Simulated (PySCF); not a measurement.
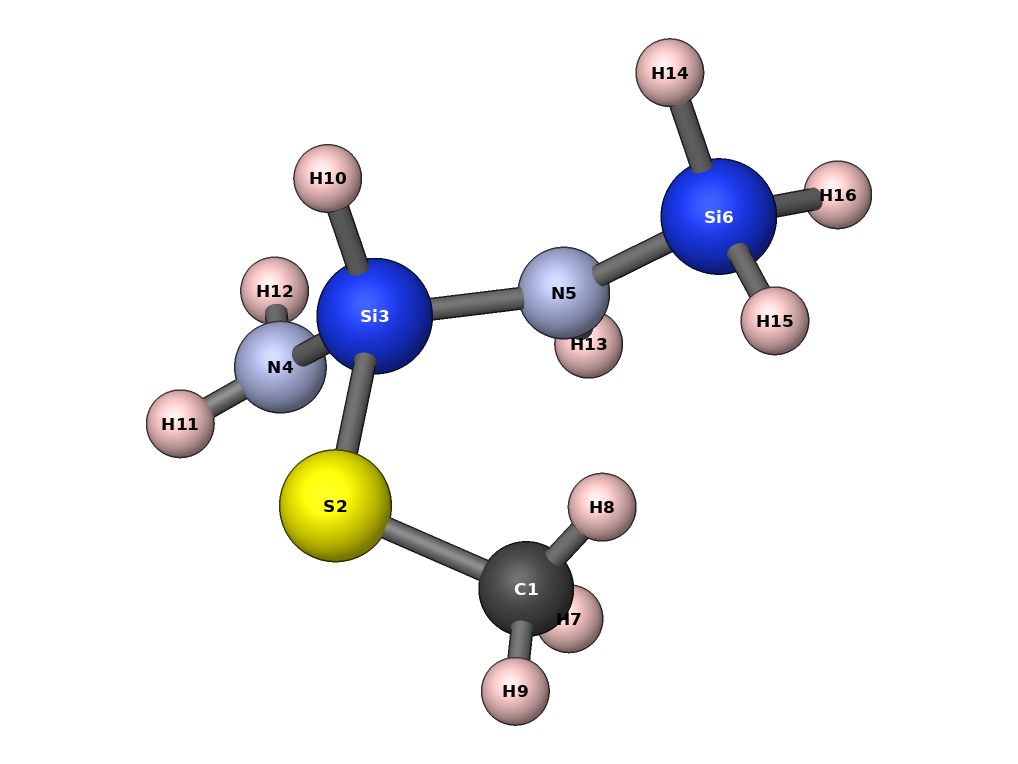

Geometry: an image of a reaction path computed with GFN2-xTB, not a minimum. Properties computed with GIAO PBE0/pcSseg-1 NMR shielding, non-relativistic, gas phase (PySCF 2.14.0). Principal shieldings σ11 ≤ σ22 ≤ σ33, span Ω = σ33 − σ11, skew κ = 3(σiso − σ22)/Ω.

Give the shielding tensors of the S atoms.

| atom | σ11 | σ22 | σ33 | σiso | Ω | κ |
| --- | --- | --- | --- | --- | --- | --- |
| S2 | 556.6 | 612.5 | 801.6 | 656.9 | 245.1 | 0.54 |

Shieldings and span in ppm.
